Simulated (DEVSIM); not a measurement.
Structure: Co/La2O3/n-Si capacitor, at 300 K.

| layer (left to right) | material | thickness (nm) | Nd (cm⁻³) |
|---|---|---|---|
| 1 | La2O3 | 24.0 | - |
| 2 | Si | 3900 | 2.2e16 |

Metal gate on the left, work function 5 eV. Fixed charge at the semiconductor interface 2.28e12 cm⁻² (in units of +e); no interface traps.

This is a model device: material constants are rounded textbook-type values typed into the input, and sizes, dopings and lifetimes were drawn at random. Values at 300 K.

```csv
parameter,La2O3,Si
gap (eV),5.8,1.124
affinity (eV),1.8,4.05
permittivity,27,11.7
Nc (cm⁻³),-,2.86e19
Nv (cm⁻³),-,3.1e19
```

Model (solved in DEVSIM): 1D Poisson equation in equilibrium, Boltzmann statistics, complete ionisation; no quantum confinement or tunnelling. Metal contacts follow the ideal Schottky-Mott rule: no Fermi-level pinning, no interface dipoles.

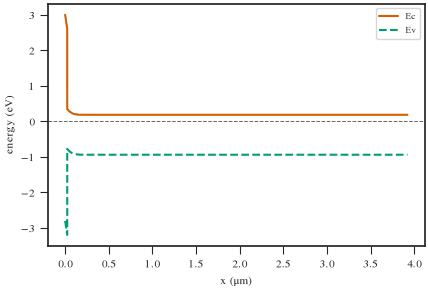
*Band edges at 0.2 V on the gate*

Energies count from the Fermi level of the right contact; mesh points crowd at the junctions.

```json
[
 {"x (μm)": "0.000", "Ec (eV)": "3.000", "Ev (eV)": "-2.800", "n (cm⁻³)": "< 1e2", "p (cm⁻³)": "< 1e2", "field (V/cm)": "-170000"},
 {"x (μm)": "0.001564", "Ec (eV)": "2.974", "Ev (eV)": "-2.826", "n (cm⁻³)": "< 1e2", "p (cm⁻³)": "< 1e2", "field (V/cm)": "-170000"},
 {"x (μm)": "0.005027", "Ec (eV)": "2.917", "Ev (eV)": "-2.884", "n (cm⁻³)": "< 1e2", "p (cm⁻³)": "< 1e2", "field (V/cm)": "-170000"},
 {"x (μm)": "0.01200", "Ec (eV)": "2.801", "Ev (eV)": "-2.999", "n (cm⁻³)": "< 1e2", "p (cm⁻³)": "< 1e2", "field (V/cm)": "-170000"},
 {"x (μm)": "0.02073", "Ec (eV)": "2.655", "Ev (eV)": "-3.144", "n (cm⁻³)": "< 1e2", "p (cm⁻³)": "< 1e2", "field (V/cm)": "-170000"},
 {"x (μm)": "0.02323", "Ec (eV)": "2.614", "Ev (eV)": "-3.186", "n (cm⁻³)": "< 1e2", "p (cm⁻³)": "< 1e2", "field (V/cm)": "-170000"},
 {"x (μm)": "0.02447", "Ec (eV)": "0.350", "Ev (eV)": "-0.774", "n (cm⁻³)": "3.8e13", "p (cm⁻³)": "3000000", "field (V/cm)": "-31000"},
 {"x (μm)": "0.02799", "Ec (eV)": "0.339", "Ev (eV)": "-0.785", "n (cm⁻³)": "5.8e13", "p (cm⁻³)": "2000000", "field (V/cm)": "-29000"},
 {"x (μm)": "0.03528", "Ec (eV)": "0.318", "Ev (eV)": "-0.806", "n (cm⁻³)": "1.3e14", "p (cm⁻³)": "910000", "field (V/cm)": "-27000"},
 {"x (μm)": "0.05285", "Ec (eV)": "0.276", "Ev (eV)": "-0.848", "n (cm⁻³)": "6.6e14", "p (cm⁻³)": "180000", "field (V/cm)": "-21000"},
 {"x (μm)": "0.09285", "Ec (eV)": "0.216", "Ev (eV)": "-0.908", "n (cm⁻³)": "6.6e15", "p (cm⁻³)": "17000", "field (V/cm)": "-9400"},
 {"x (μm)": "0.2520", "Ec (eV)": "0.185", "Ev (eV)": "-0.939", "n (cm⁻³)": "2.2e16", "p (cm⁻³)": "5300", "field (V/cm)": "-43"},
 {"x (μm)": "0.5758", "Ec (eV)": "0.185", "Ev (eV)": "-0.939", "n (cm⁻³)": "2.2e16", "p (cm⁻³)": "5300", "field (V/cm)": "≈ 0"},
 {"x (μm)": "1.357", "Ec (eV)": "0.185", "Ev (eV)": "-0.939", "n (cm⁻³)": "2.2e16", "p (cm⁻³)": "5300", "field (V/cm)": "≈ 0"},
 {"x (μm)": "2.999", "Ec (eV)": "0.185", "Ev (eV)": "-0.939", "n (cm⁻³)": "2.2e16", "p (cm⁻³)": "5300", "field (V/cm)": "≈ 0"},
 {"x (μm)": "3.541", "Ec (eV)": "0.185", "Ev (eV)": "-0.939", "n (cm⁻³)": "2.2e16", "p (cm⁻³)": "5300", "field (V/cm)": "≈ 0"},
 {"x (μm)": "3.766", "Ec (eV)": "0.185", "Ev (eV)": "-0.939", "n (cm⁻³)": "2.2e16", "p (cm⁻³)": "5300", "field (V/cm)": "≈ 0"},
 {"x (μm)": "3.857", "Ec (eV)": "0.185", "Ev (eV)": "-0.939", "n (cm⁻³)": "2.2e16", "p (cm⁻³)": "5300", "field (V/cm)": "≈ 0"},
 {"x (μm)": "3.904", "Ec (eV)": "0.185", "Ev (eV)": "-0.939", "n (cm⁻³)": "2.2e16", "p (cm⁻³)": "5300", "field (V/cm)": "≈ 0"},
 {"x (μm)": "3.917", "Ec (eV)": "0.185", "Ev (eV)": "-0.939", "n (cm⁻³)": "2.2e16", "p (cm⁻³)": "5300", "field (V/cm)": "≈ 0"},
 {"x (μm)": "3.922", "Ec (eV)": "0.185", "Ev (eV)": "-0.939", "n (cm⁻³)": "2.2e16", "p (cm⁻³)": "5300", "field (V/cm)": "≈ 0"},
 {"x (μm)": "3.924", "Ec (eV)": "0.185", "Ev (eV)": "-0.939", "n (cm⁻³)": "2.2e16", "p (cm⁻³)": "5300", "field (V/cm)": "≈ 0"}
]
```
